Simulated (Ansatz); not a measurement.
Equilibrium of C2H6O2Si ⇌ C2H5O2Si + H at process temperatures

Species: C2H6O2Si `CC(=O)O[SiH3]`, singlet; C2H5O2Si `CC(=O)O[SiH2]`, doublet; H atom, doublet. 

The electronic reaction energy at CCSD(T)/CBS estimate is +416.1 kJ/mol. Shapes: PBE0-D4/def2-TZVP. Flexible molecules stand in one conformer, not always the lowest. Programs: Ansatz 0.2.0. Enthalpy and entropy come from rigid-rotor, harmonic-oscillator sums on unscaled PBE0-D4/def2-TZVP wavenumbers, ideal gases at 1 bar; R ln 2 is added for the mirror twin of the chiral shape of C2H5O2Si. Symmetry numbers: C2H6O2Si 1, C2H5O2Si 1. R = 8.3145 J/(mol K).

| T (K) | ΔH (kJ/mol) | ΔS (J/(mol K)) |
| --- | --- | --- |
| 500 | +399.3 | +132.6 |
| 700 | ? | ? |
| 900 | +402.2 | +137.1 |

Q: Work out ln K at 500 and 900 K, and from these estimate it at 700 K.

A: 
1. 500 K: ΔG = +399.3 − 500 × (+132.6)/1000 = +333.0 kJ/mol; ln K = −ΔG/RT = -80.10.
2. 900 K: ΔG = +402.2 − 900 × (+137.1)/1000 = +278.8 kJ/mol; ln K = −ΔG/RT = -37.26.
3. Slope against 1000/T: (-37.26 − (-80.10))/(1.1111 − 2.0000) = -48.20, that is −ΔH/R with ΔH near +401 kJ/mol.
4. 700 K: ln K = -80.10 + (-48.20) × (1.4286 − 2.0000) = -52.56.

The full sums give ΔH = +401.1 kJ/mol, ΔS = +135.7 J/(mol K), ΔG = +306.1 kJ/mol and ln K = -52.59 at 700 K, so the line is off by +0.03 in ln K; without rounding the miss is +0.04, from the change of ΔH with temperature. The reactants are favoured over this whole range. The number of molecules rises, which sets the sign of ΔS, and lower pressure favours the products. An error of 10 kJ/mol in the energy moves ln K by 1.7 at 700 K. Soft modes are treated as harmonic, which can err either way at these temperatures; the lowest are those of C2H6O2Si (92 cm⁻¹), C2H5O2Si (94 cm⁻¹). Other conformers aren't counted. Open shells run unrestricted. The CBS estimate extrapolates MP2 from def2-TZVPP and def2-QZVPP and adds CCSD(T) − MP2 in the triple-zeta set, cores frozen.

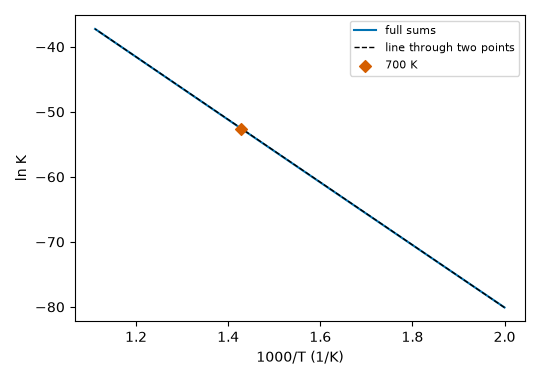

The van 't Hoff plot.
